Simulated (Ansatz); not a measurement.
Run report: SiNH5SCl2, geometry relaxation (part 1 of 2)

SiNH5SCl2, computed with RKS PBE-D4/6-31G* (Ansatz 0.2.0).

The input holds or restrains some coordinates. It belongs to a series of runs on one base structure; here: pulled along the bonds that form and break, towards end B. Figures and captions count atoms from 1; the log counts them from 0 in places.

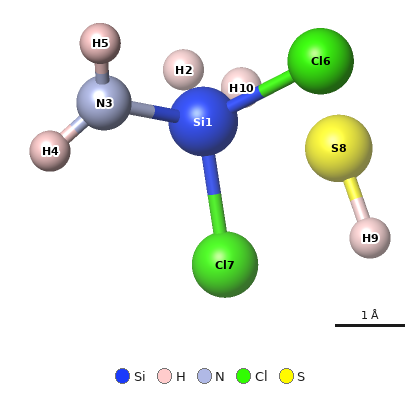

The structure as given in the input (ball-and-stick view, seen at a tilt; atoms are numbered from 1 in the order of the input). Bond lengths as drawn: Cl–Si 2.13 Å, H–N 1.06 Å, H–S 1.40 Å and N–Si 1.82 Å.

Key numbers:

```csv
quantity,value
outcome,converged under the restraints of the input
total energy,−45310.3644 eV
mean-field energy,−45310.0186 eV
"largest force (length of the vector) at the end, held atoms and coordinates included",1.593 eV/Å
hardware,"2 threads of Arm Neoverse V1, 24 GiB of memory available, shared host"
wall time,54 s (CPU time 1.8 min)
peak memory,0.16 GiB
```

Input:
```yaml
crystal:
  periodic: [false, false, false]
  atoms:
    - { symbol: Si, position_ang: [0.0, 0.0, 0.0] }
    - { symbol: H, position_ang: [0.0, 0.0, 1.81] }
    - { symbol: "N", position_ang: [1.7163, 0.0, -0.6061] }
    - { symbol: H, position_ang: [2.2145, -0.918, -0.7868] }
    - { symbol: H, position_ang: [2.2175, 0.918, -0.7783] }
    - { symbol: Cl, position_ang: [-1.0032, 1.7381, -0.7093] }
    - { symbol: Cl, position_ang: [-1.0032, -1.7381, -0.7093] }
    - { symbol: S, position_ang: [-2.3345, 0.0, 0.7757] }
    - { symbol: H, position_ang: [-3.0901, -0.8728, -0.0163] }
    - { symbol: H, position_ang: [-0.9511, 0.0, 1.8802] }
basis:
  gaussian: { orbitals: "6-31G*" }
hamiltonian:
  xc: pbe
  dispersion: d4
relax:
  f_tol: 0.15
  max_steps: 25
  restrain:
    - { distance: [0, 7], at: 2.16, k: 30.0 }
    - { distance: [9, 1], at: 0.66, k: 30.0 }
    - { distance: [0, 1], at: 2.66, k: 30.0 }
    - { distance: [9, 7], at: 2.6, k: 30.0 }
output:
  orbitals: {}
```

Launched with:
```bash
ansatz run input.yaml --threads 2 --pin off --max-ram 3072MiB --backend cpu --events-out ev --progress --plain --runs-dir out
```

What the program printed:
```
The last accepted step is kept in [file] (removed where the run ends without a failure and the disk answers)
Engine: ansatz 0.2.0, aarch64-unknown-linux-gnu
Functional definition: PBE
  parameter kappa = 0.804
  parameter beta = 0.06672455060314922
  exchange = pbe_x(kappa = kappa, mu = beta*pi^2/3)
  correlation = pbe_c(beta = beta)
1278 factors; their error is unknown
mean field evaluation 1: about -45296.7914 eV, gradient 6.1e1 eV
mean field evaluation 2: about -45251.0895 eV, gradient 1.3e2 eV
mean field evaluation 4: about -45303.4433 eV, gradient 2.0e1 eV
mean field evaluation 8: about -45304.9892 eV, gradient 3.1e-1 eV
mean field evaluation 16: about -45304.9158 eV, gradient 1.6e-3 eV
mean field -45304.91581140 eV, -1664.9249472941 hartree, gradient 5.4e-5 eV, S^2 0.000000; 1 other end points of the search recorded, 0 dependent functions left out
the calculation of the forces begins
reference -45304.91584620 eV, -1664.9249485729 hartree; 38, 38 occupied and 63, 63 virtual orbitals, 1278 factors
relax step   1: F+E_penalty+E_count = -45305.26785796 eV  Δ(F+E_penalty+E_count) = +0.000e0 eV  max|allowed force component| = 2.912e0 eV/Å  E_restraint = 23.80904665 eV  max|allowed force component, restraints' pulls added| = 2.799e1 eV/Å  Δτ_max = 0.0000 Å  (44 SCF iters, accepted)
  distance Si 0 - S 7 = 2.4600 Å
  distance H 9 - H 1 = 0.9537 Å
  distance Si 0 - H 1 = 1.8100 Å
  distance H 9 - S 7 = 1.7702 Å
these checks for a lower state are left out or cut short: starts, cluster_reference, orbital_swaps, neighbouring_geometries, increment
1278 factors; their error is unknown
mean field evaluation 32: about -45305.4551 eV, gradient 1.3e-3 eV
mean field -45305.45513012 eV, -1664.9447668915 hartree, gradient 2.2e-5 eV, S^2 0.000000; 0 other end points of the search recorded, 0 dependent functions left out
[... from here on the field's lines of each further geometry are left out, up to the last ...]
relax step   2: F+E_penalty+E_count = -45305.81067891 eV  Δ(F+E_penalty+E_count) = -5.428e-1 eV  max|allowed force component| = 2.622e0 eV/Å  E_restraint = 9.66436560 eV  max|allowed force component, restraints' pulls added| = 1.593e1 eV/Å  Δτ_max = 0.1948 Å  (40 SCF iters, accepted)
relax step   3: F+E_penalty+E_count = -45306.40941408 eV  Δ(F+E_penalty+E_count) = -5.987e-1 eV  max|allowed force component| = 3.852e0 eV/Å  E_restraint = 2.22875352 eV  max|allowed force component, restraints' pulls added| = 6.915e0 eV/Å  Δτ_max = 0.1946 Å  (40 SCF iters, accepted)
relax step   4: F+E_penalty+E_count = -45307.91422088 eV  Δ(F+E_penalty+E_count) = -1.505e0 eV  max|allowed force component| = 2.796e0 eV/Å  E_restraint = 0.20081557 eV  max|allowed force component, restraints' pulls added| = 1.930e0 eV/Å  Δτ_max = 0.1949 Å  (34 SCF iters, accepted)
relax step   5: F+E_penalty+E_count = -45308.93645155 eV  Δ(F+E_penalty+E_count) = -1.022e0 eV  max|allowed force component| = 1.679e0 eV/Å  E_restraint = 0.06890029 eV  max|allowed force component, restraints' pulls added| = 1.272e0 eV/Å  Δτ_max = 0.1948 Å  (36 SCF iters, accepted)
relax step   6: F+E_penalty+E_count = -45309.51910936 eV  Δ(F+E_penalty+E_count) = -5.827e-1 eV  max|allowed force component| = 6.938e-1 eV/Å  E_restraint = 0.09842643 eV  max|allowed force component, restraints' pulls added| = 1.719e0 eV/Å  Δτ_max = 0.1942 Å  (29 SCF iters, accepted)
relax step   7: F+E_penalty+E_count = -45309.81986510 eV  Δ(F+E_penalty+E_count) = -3.008e-1 eV  max|allowed force component| = 1.143e0 eV/Å  E_restraint = 0.06952794 eV  max|allowed force component, restraints' pulls added| = 7.609e-1 eV/Å  Δτ_max = 0.1948 Å  (28 SCF iters, accepted)
relax step   8: F+E_penalty+E_count = -45310.02563174 eV  Δ(F+E_penalty+E_count) = -2.058e-1 eV  max|allowed force component| = 1.326e0 eV/Å  E_restraint = 0.05375386 eV  max|allowed force component, restraints' pulls added| = 5.330e-1 eV/Å  Δτ_max = 0.1969 Å  (27 SCF iters, accepted)
relax step   9: F+E_penalty+E_count = -45310.18999951 eV  Δ(F+E_penalty+E_count) = -1.644e-1 eV  max|allowed force component| = 1.321e0 eV/Å  E_restraint = 0.05230295 eV  max|allowed force component, restraints' pulls added| = 3.721e-1 eV/Å  Δτ_max = 0.1995 Å  (26 SCF iters, accepted)
relax step  10: F+E_penalty+E_count = -45310.27444558 eV  Δ(F+E_penalty+E_count) = -8.445e-2 eV  max|allowed force component| = 1.296e0 eV/Å  E_restraint = 0.05133313 eV  max|allowed force component, restraints' pulls added| = 2.223e-1 eV/Å  Δτ_max = 0.1994 Å  (28 SCF iters, accepted)
relax step  11: F+E_penalty+E_count = -45310.30422303 eV  Δ(F+E_penalty+E_count) = -2.978e-2 eV  max|allowed force component| = 1.385e0 eV/Å  E_restraint = 0.05130273 eV  max|allowed force component, restraints' pulls added| = 3.228e-1 eV/Å  Δτ_max = 0.2000 Å  (28 SCF iters, accepted)
relax step  12: F+E_penalty+E_count = -45310.32176106 eV  Δ(F+E_penalty+E_count) = -1.754e-2 eV  max|allowed force component| = 1.106e0 eV/Å  E_restraint = 0.07637602 eV  max|allowed force component, restraints' pulls added| = 7.983e-1 eV/Å  Δτ_max = 0.1957 Å  (28 SCF iters, rejected (line search))
relax step  13: F+E_penalty+E_count = -45310.31952477 eV  Δ(F+E_penalty+E_count) = -1.530e-2 eV  max|allowed force component| = 1.378e0 eV/Å  E_restraint = 0.05152384 eV  max|allowed force component, restraints' pulls added| = 3.250e-1 eV/Å  Δτ_max = 0.0976 Å  (29 SCF iters, accepted)
relax step  14: F+E_penalty+E_count = -45310.33966873 eV  Δ(F+E_penalty+E_count) = -2.014e-2 eV  max|allowed force component| = 1.201e0 eV/Å  E_restraint = 0.06032387 eV  max|allowed force component, restraints' pulls added| = 4.166e-1 eV/Å  Δτ_max = 0.0976 Å  (28 SCF iters, accepted)
relax step  15: F+E_penalty+E_count = -45310.34934112 eV  Δ(F+E_penalty+E_count) = -9.672e-3 eV  max|allowed force component| = 1.327e0 eV/Å  E_restraint = 0.05170890 eV  max|allowed force component, restraints' pulls added| = 1.751e-1 eV/Å  Δτ_max = 0.1500 Å  (26 SCF iters, accepted)
relax step  16: F+E_penalty+E_count = -45310.35502328 eV  Δ(F+E_penalty+E_count) = -5.682e-3 eV  max|allowed force component| = 1.381e0 eV/Å  E_restraint = 0.05398187 eV  max|allowed force component, restraints' pulls added| = 4.330e-1 eV/Å  Δτ_max = 0.1976 Å  (28 SCF iters, accepted)
relax step  17: F+E_penalty+E_count = -45310.36034663 eV  Δ(F+E_penalty+E_count) = -5.323e-3 eV  max|allowed force component| = 1.371e0 eV/Å  E_restraint = 0.05174536 eV  max|allowed force component, restraints' pulls added| = 4.713e-1 eV/Å  Δτ_max = 0.2000 Å  (28 SCF iters, accepted)
the calculation of the forces begins
reference -45310.01863040 eV, -1665.1124724336 hartree; 38, 38 occupied and 63, 63 virtual orbitals, 1278 factors
relax step  18: F+E_penalty+E_count = -45310.36433669 eV  Δ(F+E_penalty+E_count) = -3.990e-3 eV  max|allowed force component| = 1.376e0 eV/Å  E_restraint = 0.05100173 eV  max|allowed force component, restraints' pulls added| = 1.278e-1 eV/Å  Δτ_max = 0.0509 Å  (30 SCF iters, accepted)
  distance Si 0 - S 7 = 2.1575 Å
  distance H 9 - H 1 = 0.7134 Å
  distance Si 0 - H 1 = 2.6791 Å
  distance H 9 - S 7 = 2.6136 Å
1278 factors; their error is unknown
mean field evaluation 160: about -45310.0892 eV, gradient 1.8e-1 eV
```

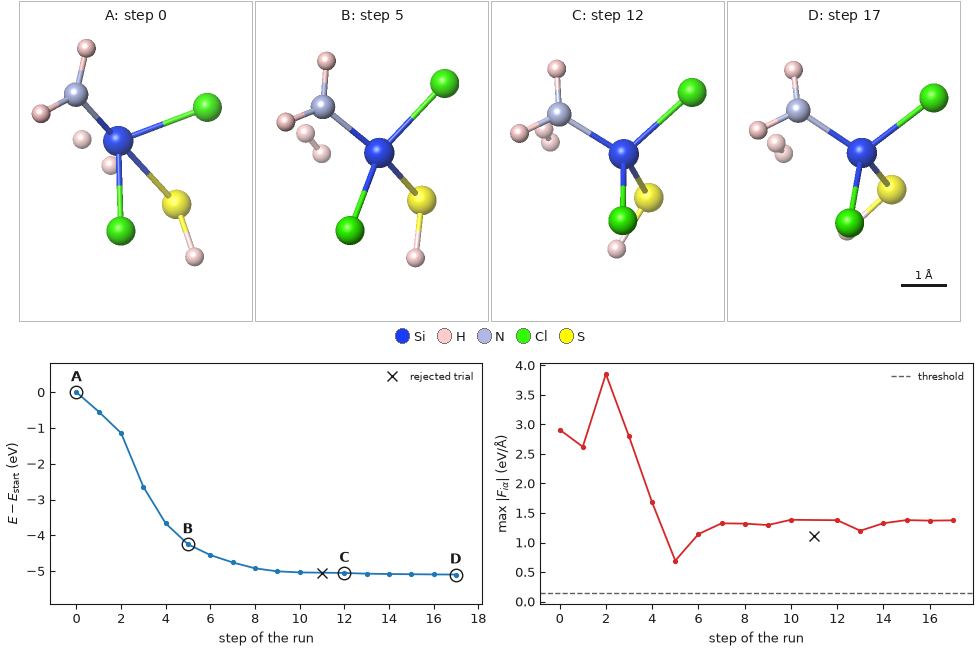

Frames of the restrained relaxation (ball-and-stick view, seen at a tilt) above the curves, on which the letters mark them (the first geometry is step 0 here and step 1 in the log).

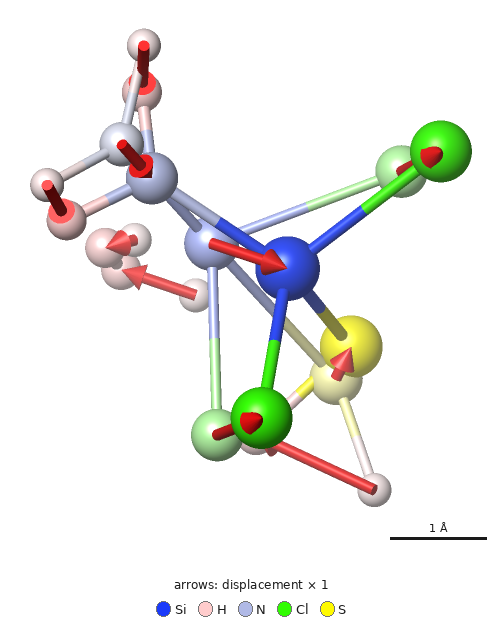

Start (faint) and end (solid) with the displacements as red arrows, at true length (ball-and-stick view, seen at a tilt). The two geometries are laid on each other by the best rigid fit. Over 17 geometry steps the energy falls by 5.096 eV. Largest force component: 2.9 eV/Å at the start, 1.4 eV/Å at the end. The line search rejected the trial step at point 11 (counted from 0) and went back. H9 moves most after the best rigid fit: 1.51 Å. By element the largest moves are H 1.51 Å, Cl 1.24 Å, Si 0.96 Å, N 0.68 Å, S 0.39 Å. Among the contacts that change: Si1–S8 2.460 → 2.158 Å, H2–H10 0.954 → 0.713 Å, Si1–N3 1.820 → 1.715 Å, Si1–Cl7 2.128 → 2.072 Å. New bonds form: H2–H10 (0.95 → 0.71 Å). Among the angles that change: N3–Si1–S8 178.9° → 124.6°, Cl7–Si1–S8 70.0° → 108.5°, Cl6–Si1–S8 70.0° → 101.5°. (Atoms are counted from 1 in the order of the input.)

```
mean field -45310.01859630 eV, -1665.1124711802 hartree, gradient 7.3e-6 eV, S^2 0.000000; 1 other end points of the search recorded, 0 dependent functions left out
the calculation of the forces begins
reference -45310.01863040 eV, -1665.1124724336 hartree; 38, 38 occupied and 63, 63 virtual orbitals, 1278 factors
Total energy: -45310.36437079 eV, -1665.1251781587 hartree
Atom 0 at    -0.520673     0.124761    -0.786057 Å, force    -0.220068     0.174840    -0.465101 eV/Å
Atom 1 at     0.193257    -0.322059     1.757165 Å, force     1.253172    -0.245341    -0.565649 eV/Å
Atom 2 at     1.112755     0.019960    -0.272687 Å, force     0.037628     0.091088     0.019734 eV/Å
Atom 3 at     1.546992    -0.885387    -0.093827 Å, force    -0.008957     0.031631    -0.005682 eV/Å
Atom 4 at     1.549108     0.785110     0.244947 Å, force    -0.005224    -0.063499    -0.033182 eV/Å
Atom 5 at    -0.675109     1.869689    -1.905457 Å, force     0.002232    -0.127822     0.103444 eV/Å
Atom 6 at    -0.768442    -1.586123    -1.928535 Å, force    -0.013047    -0.066102    -0.050085 eV/Å
Atom 7 at    -2.212162     0.314332     0.539769 Å, force    -0.270046     0.150307    -0.344829 eV/Å
Atom 8 at    -2.141699    -0.942886     1.054869 Å, force     0.026241     0.006144    -0.034729 eV/Å
Atom 9 at    -0.317827    -0.250198     2.249613 Å, force    -0.801931     0.048755     1.376079 eV/Å
Dipole moment:     0.461415    -0.244547     0.498338 e Å
```

Trajectory as extended XYZ (Å, eV, eV/Å), 18 frames, from step=1 to step=18:
```
10
Properties=species:S:1:pos:R:3:forces:R:3 step=1 energy=-45305.26786
Si    0.0000    0.0000    0.0000   -0.5265   0.2510  -1.2756
H     0.0000    0.0000    1.8100    0.2618   0.1873  -0.2989
N     1.7163    0.0000   -0.6061   -1.3501  -0.0932   0.3694
H     2.2145   -0.9180   -0.7868   -0.5153   1.5628   0.2602
H     2.2175    0.9180   -0.7783   -0.5578  -1.5482   0.2729
Cl   -1.0032    1.7381   -0.7093    2.3868   1.4378  -1.2946
Cl   -1.0032   -1.7381   -0.7093    2.9121  -1.8327  -1.5538
S    -2.3345    0.0000    0.7757   -2.7767   0.9453   2.2642
H    -3.0901   -0.8728   -0.0163    0.4157   0.1110   1.1453
H    -0.9511    0.0000    1.8802   -0.2500  -1.0211   0.1109
10
Properties=species:S:1:pos:R:3:forces:R:3 step=2 energy=-45305.81068
Si   -0.0867    0.0024   -0.1473   -0.3280  -0.0090  -0.8169
H    -0.0173    0.0024    1.9898    0.9174   0.1534   0.2687
N     1.6944   -0.0006   -0.6017   -1.7820  -0.0122   0.3260
H     2.2069   -0.9031   -0.7830   -0.5802   1.2319   0.3237
H     2.2093    0.9028   -0.7744   -0.6079  -1.2496   0.3155
Cl   -0.9818    1.7695   -0.7347    2.2590   2.0459  -1.6582
Cl   -0.9754   -1.7726   -0.7367    2.3854  -2.1887  -1.8918
S    -2.3914    0.0261    0.6724   -1.7163   0.5915   2.6217
H    -3.0993   -0.8870   -0.0171   -0.1653  -0.3293   0.1244
H    -0.7924   -0.0126    1.9925   -0.3822  -0.2339   0.3869
10
Properties=species:S:1:pos:R:3:forces:R:3 step=3 energy=-45306.40941
Si   -0.2100    0.0012   -0.2775    0.6092  -0.1197  -0.2825
H     0.0194    0.0024    2.1558    3.8525   0.1514   0.4839
N     1.6436   -0.0004   -0.5944   -2.0442   0.0099   0.2235
H     2.1876   -0.8824   -0.7722   -0.8193   0.9771   0.3876
H     2.1894    0.8824   -0.7646   -0.8318  -0.9990   0.3528
Cl   -0.9375    1.8221   -0.7756    1.9693   2.5096  -1.6428
Cl   -0.9348   -1.8259   -0.7824    1.8294  -2.5180  -1.9092
S    -2.4231    0.0406    0.5681   -0.7872   1.2698   2.6470
H    -3.1105   -0.9013   -0.0306   -0.4671  -1.1879  -0.4188
H    -0.6579   -0.0115    2.1331   -3.3107  -0.0930   0.1585
```
